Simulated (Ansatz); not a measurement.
AlFH3NO···HBr

Input file:

```
crystal:
  periodic: [false, false, false]
  atoms:
    - { symbol: Al, position_ang: [-0.152484, -0.230591, -0.215772] }
    - { symbol: F, position_ang: [-0.144202, -0.33155, 1.459197] }
    - { symbol: O, position_ang: [1.304998, -0.286051, -1.038126] }
    - { symbol: H, position_ang: [2.200363, -0.371884, -0.768336] }
    - { symbol: "N", position_ang: [-1.699679, -0.213205, -1.030752] }
    - { symbol: H, position_ang: [-2.590347, -0.181429, -0.574751] }
    - { symbol: H, position_ang: [-1.81791, -0.197983, -2.025117] }
    - { symbol: Br, position_ang: [-0.018116, 2.94349, 1.500693] }
    - { symbol: H, position_ang: [-0.101522, 1.645404, 2.226964] }
basis:
  gaussian: { orbitals: def2-SVP }
hamiltonian:
  xc: hf
relax:
  f_tol: 0.03
  max_steps: 50
output:
  orbitals: {}
```

Launched as:

```sh
ansatz run input.yaml --threads 2 --pin off --max-ram 3072MiB --backend cpu --events-out ev --progress --plain --runs-dir out
```

The fields are those of the run's last geometry, not of the input's.

All numbers below come from RHF/def2-SVP in Ansatz.

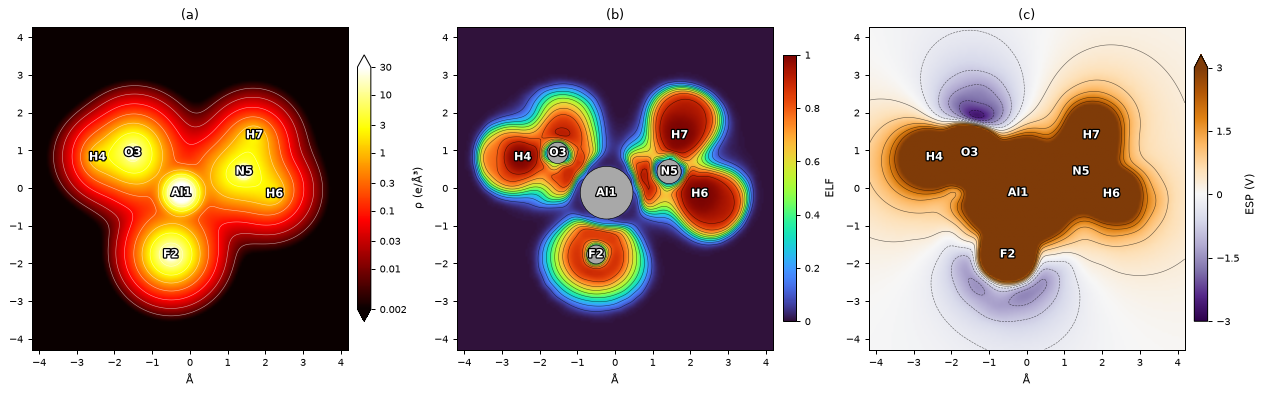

Figure 1. (a) total electron density; (b) ELF; (c) molecular electrostatic potential on the plane of atoms Al1, N5 and H6. Grey discs cover the atomic cores in the ELF map.

Q: Describe what can be read from this map.

A:
- The plane passes through Al, F, O, H and N nuclei.
- Al–F (1.66 Å): the density is about 0.79 e/Å³ at the midpoint; the ELF peaks at about 0.85 in the valence shell of F, 0.6 Å from its nucleus, and is about 0.25 at the midpoint.
- Al–O (1.67 Å): ρ is about 0.89 e/Å³ halfway; the ELF peaks at about 0.85 in the valence shell of O, 0.6 Å from its nucleus, and is about 0.40 at the midpoint.
- Al–N (1.75 Å): ρ at the midpoint is about 0.89 e/Å³; the ELF peaks at about 0.90 between the atoms; a short, strongly polar bond.
- O–H (0.94 Å): the density is about 3.8 e/Å³ at the midpoint; the ELF climbs to about 1 towards the hydrogen, as it does in any bond to H; an ordinary covalent bond to hydrogen.
- N–H (1.00 Å): ρ is about 2.8 e/Å³ halfway; the ELF climbs to about 1 towards the hydrogen (a covalent bond by its length).
- The ELF also peaks beside F2 and O3, away from the bonds: lone-pair regions.
- Outside the dense part of the complex the potential is most negative (−2.3 V) near O3.

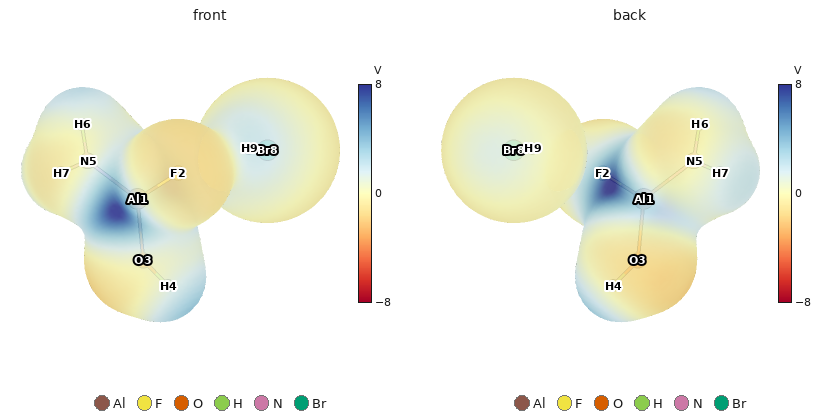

Figure 2. The molecular electrostatic potential painted on the density surface at 0.004 e/bohr³, seen from the front and from behind; the colour scale runs from red (negative) to blue (positive).

Q: Describe the electrostatic potential map.

A: The most negative region (about −1.8 V, or −42 kcal/mol for a unit charge) lies over O3, the most positive (about +7.6 V, or +175 kcal/mol for a unit charge) over Al1. Br8 shows a σ-hole: about +1.2 V, or +28 kcal/mol for a unit charge at the tip opposite its bond, against about −0.4 V, or −9 kcal/mol for a unit charge on its flanks. O3 is the likeliest acceptor of a hydrogen bond.

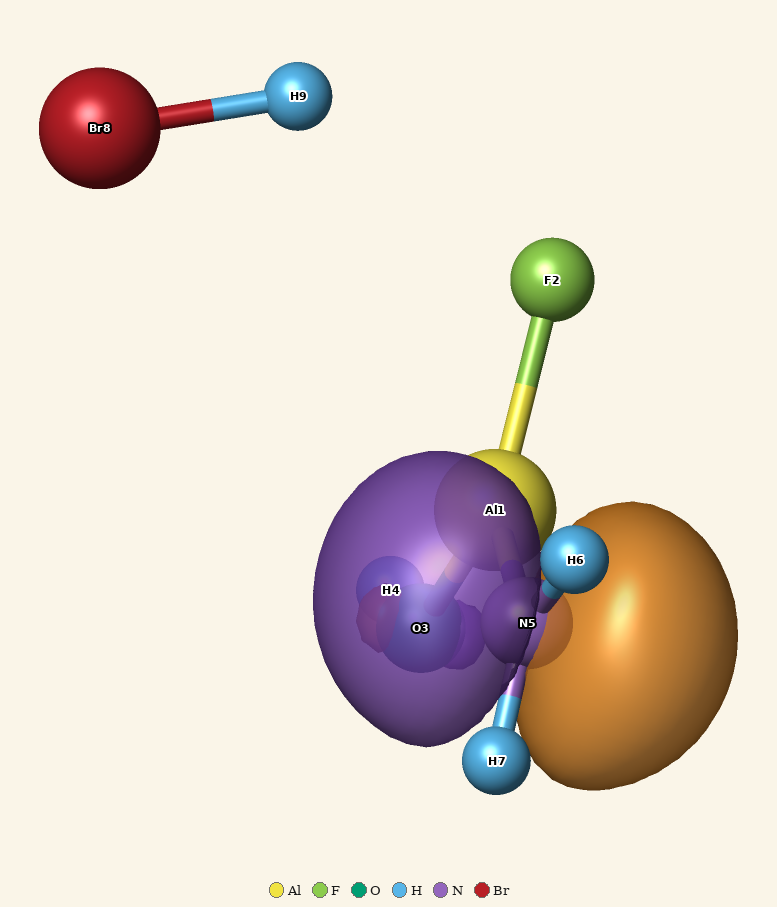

Figure 3. The HOMO at ±0.15 Å⁻³ᐟ² (orange and purple are the two phases), seen at an oblique angle.

Q: Where does this orbital lie, and at what energy?

A: It lies mainly on N5 (about 75 %); largely a lone pair of N5. Its energy is −11.12 eV.

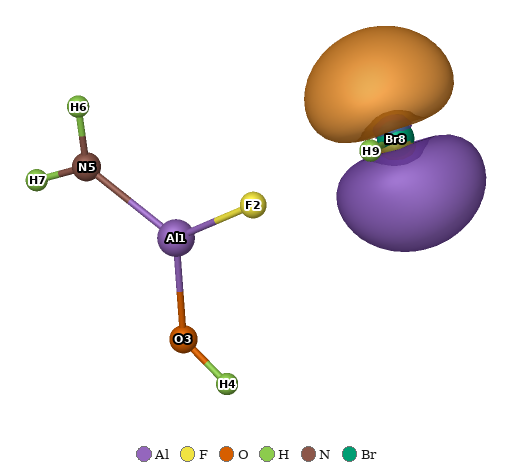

Figure 4. The HOMO−1 at ±0.15 Å⁻³ᐟ² (orange and purple are the two phases), seen across its widest extent.

Q: What is the character of this orbital?

A: Its weight (Hirshfeld) is mainly on Br8 (about 95 %); largely a lone pair of Br8. Its energy is −11.64 eV.
